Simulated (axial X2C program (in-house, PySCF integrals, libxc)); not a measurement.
**Linear ZrNC⁺ at several levels**

Aim: the two bond lengths and stretching wavenumbers of linear ZrNC⁺, with and without spin–orbit coupling, at PBE0, HF, MP2, TPSSh.

Program: an in-house X2C program for linear molecules on PySCF integrals. Level of theory: all-electron X2C, two-component (2c) or spin-free, Zr dyall-v3z, N dyall-av3z, C dyall-v3z. These are calculated values, not measurements.

All values are calculated.

2 further runs of the same task are left out: 2 set aside as unsound or not needed.

### Step 1. Input

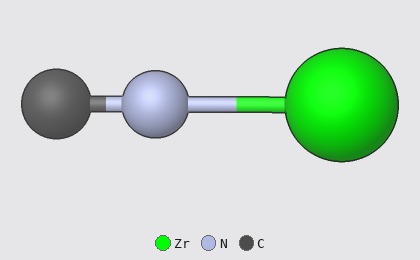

The atoms on one line, bonds 2.200 and 1.170 Å (zirconium green, nitrogen light blue, carbon dark grey).

task.json reads:

```json
{"zs": [40, 7, 6], "q": 1, "bas": ["dyall-v3z", "dyall-av3z", "dyall-v3z"], "r0": [2.2, 1.17], "symm": 0, "scan": ["PBE0", "HF", "TPSSh"], "levels": ["PBE0", "HF", "TPSSh"], "nst": 2}
```

Keys: zs atomic numbers; q charge; bas basis sets; r0 starting distance in Å; symm equal bonds; scan levels of the two-bond scan (MP2 follows by itself at each HF point); levels methods; nst determinants followed.

Launch:

```
python solin.py task.json out
```

Masses Zr 89.905, N 14.003, C 12.000 u.

### Step 2. Scan at PBE0, 2c

State: Ω = 1 (beyond evenly filled blocks: ω = -1/2, ω = 3/2). Energies above the lowest point, from the job's result record:

```tsv
r(Zr–N) (Å)	r(N–C) (Å)	E (meV)
1.9246	1.1671	74.71
1.9246	1.1970	28.52
1.9246	1.2269	65.58
1.9740	1.1671	41.21
1.9740	1.1970	0.00
1.9740	1.2269	41.93
1.9740	1.2569	152.57
2.0233	1.1671	62.98
2.0233	1.1970	26.35
2.0233	1.2269	72.75
2.0727	1.1970	96.67
2.0727	1.2569	266.20
```

A quadratic surface with cubic terms in each bond gives the minimum at 1.973 and 1.196 Å, force constants 3.61, 15 and coupling 0.48 mdyn/Å.

### Step 3. Scan at HF, 2c

State: Ω = 1 (beyond evenly filled blocks: ω = -1/2, ω = 3/2). Energies above the lowest point, from the job's result record:

```tsv
r(Zr–N) (Å)	r(N–C) (Å)	E (meV)
1.9246	1.1671	94.69
1.9246	1.1970	113.79
1.9246	1.2269	218.12
1.9740	1.1671	17.30
1.9740	1.1970	42.94
1.9740	1.2269	153.76
1.9740	1.2569	335.33
2.0233	1.1671	0.00
2.0233	1.1970	31.72
2.0233	1.2269	148.55
2.0727	1.1970	68.28
2.0727	1.2569	383.79
```

A quadratic surface with cubic terms in each bond gives the minimum at 2.014 and 1.172 Å, force constants 3.28, 17.4 and coupling 0.65 mdyn/Å.

### Step 4. Scan at MP2, 2c

State: Ω = 1 (beyond evenly filled blocks: ω = -1/2, ω = 3/2). Energies above the lowest point, from the job's result record:

```tsv
r(Zr–N) (Å)	r(N–C) (Å)	E (meV)
1.9246	1.1671	111.91
1.9246	1.1970	37.08
1.9246	1.2269	45.54
1.9740	1.1671	70.64
1.9740	1.1970	0.00
1.9740	1.2269	12.37
1.9740	1.2569	93.14
2.0233	1.1671	86.91
2.0233	1.1970	20.13
2.0233	1.2269	36.11
2.0727	1.1970	86.48
2.0727	1.2569	192.97
```

A quadratic surface with cubic terms in each bond gives the minimum at 1.979 and 1.207 Å, force constants 3.68, 14 and coupling 0.39 mdyn/Å.

### Step 5. The levels side by side

| level | r(Zr–N) (Å) | r(N–C) (Å) | lower stretch (cm⁻¹) | upper stretch (cm⁻¹) |
| --- | --- | --- | --- | --- |
| PBE0, 2c | 1.973 | 1.196 | 543.3 | 2004.8 |
| HF, 2c | 2.014 | 1.172 | 521.7 | 2146.8 |
| MP2, 2c | 1.979 | 1.207 | 546.6 | 1947.0 |
| PBE0, spin-free | 1.974 | 1.196 | 543.9 | 2004.4 |
| HF, spin-free | 2.013 | 1.172 | 523.7 | 2146.5 |
| TPSSh, spin-free | 1.984 | 1.202 | 536.7 | 1961.8 |
| MP2, spin-free | 1.979 | 1.207 | 547.8 | 1946.7 |

Scans not shown above were run alike.

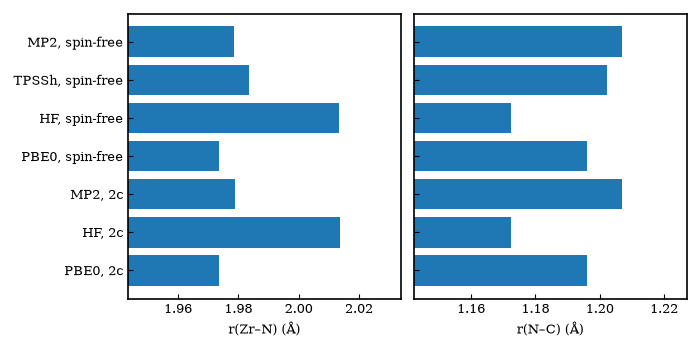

The two bond lengths by level.

What this shows: Over the levels the Zr–N bond spans 1.973 to 2.014 Å and the N–C bond 1.172 to 1.207 Å. At PBE0 spin–orbit coupling leaves both bonds unchanged to 0.001 Å. Each state is one determinant, the lowest of a limited PBE0 search; the stretches come from a fit to few points and are good to some per cent at best. MP2 freezes inner shells (threshold -2 hartree). The molecule was held linear; bending was not examined, so a bent shape may lie lower. Open-shell Ω = 0 determinants with evenly filled partner blocks cannot be reached by this program, so the Ω shown need not be the lowest component. Note: functional without a current term on a determinant with orbital currents, of the molecule or an atom. Note: several unpaired electrons, one determinant need not be a pure state.
